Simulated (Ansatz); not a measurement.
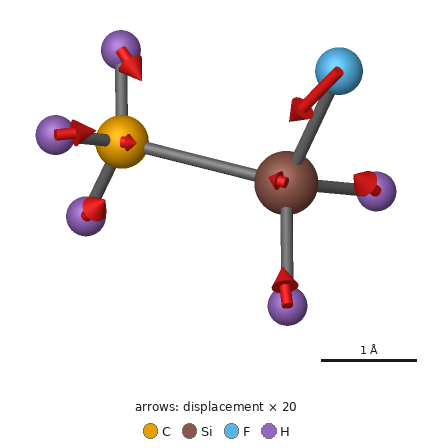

A relaxation of CH5FSi. The starting structure is drawn; red arrows show the displacements, 20 times their true length. The two geometries are superimposed by the best rigid fit.

A ball-and-stick model, seen at a tilt.

The start comes from PBE-D4/def2-SVP.

All numbers below come from Ansatz, RKS PBE0-D4/def2-TZVP. Settings: force threshold 0.005 eV/Å; at most 150 steps.

Atoms of which element are displaced furthest, and by how much?

Fluorine: up to 0.045 Å, against 0.024 Å for hydrogen.

What happened in the run?

Over 4 geometry steps the energy falls by 1.14 kcal/mol. The largest force component goes from 1.1 to 0.0034 eV/Å. The atom that moves furthest after the best rigid fit is the F atom (0.045 Å). Largest moves by element: F 0.045 Å, H 0.024 Å, Si 0.011 Å, C 0.008 Å. Among the contacts that change: F–Si 1.644 → 1.604 Å, C–Si 1.873 → 1.853 Å, H–Si 1.504 → 1.485 Å, C–H 1.109 → 1.092 Å. The run took about 20 core-seconds on a shared host.
